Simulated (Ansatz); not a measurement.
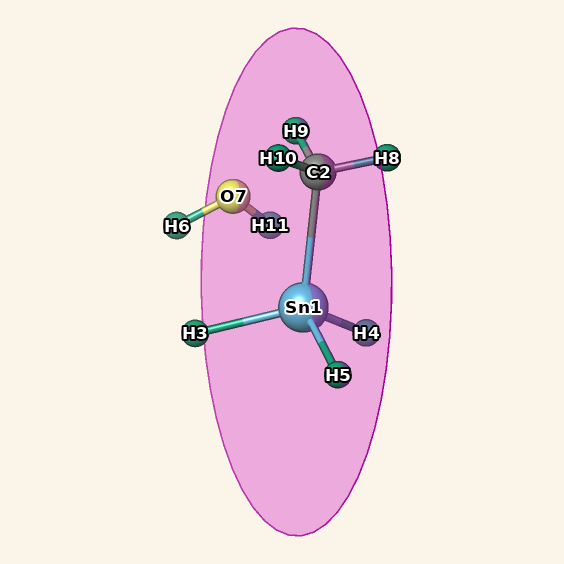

A disc through the centre of mass is drawn in. Distant atoms are faded towards the background colour. Computed geometry: PBE0-D4/def2-TZVP optimisation.

> Is the plane of the disc a mirror plane of the structure?

Yes. The reflection leaves Sn1, C2, H5, O7, H9 in place and moves H3 ↔ H4; H6 ↔ H11; H8 ↔ H10. The point group is Cs.
